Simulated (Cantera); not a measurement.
Charge: 1 mol Al, 8.2 mol N2O, a varied amount of H2, 0.32 mol O2, at 1150 K and 10000 Pa.

Equilibrium computed with Cantera from the NASA thermochemical tables; the gas is ideal and each condensed phase is pure. Candidate condensed phases: Al, AlN, Al2O3, H2O; 35 gas species. Kinetics and transport are ignored.

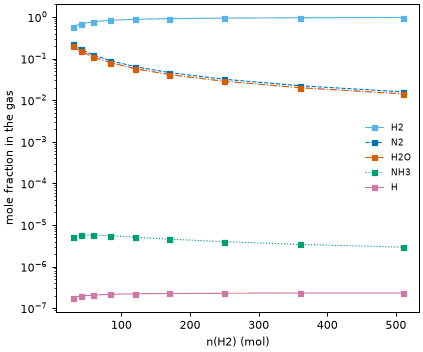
*Equilibrium gas composition (values under 1e-9 drawn at 1e-9)*

Q: Read off the mole fractions at 510 mol H2.

A: H2 about 0.97, N2 about 0.016, H2O about 0.014, NH3 about 2.9e-6, H about 2.3e-7.
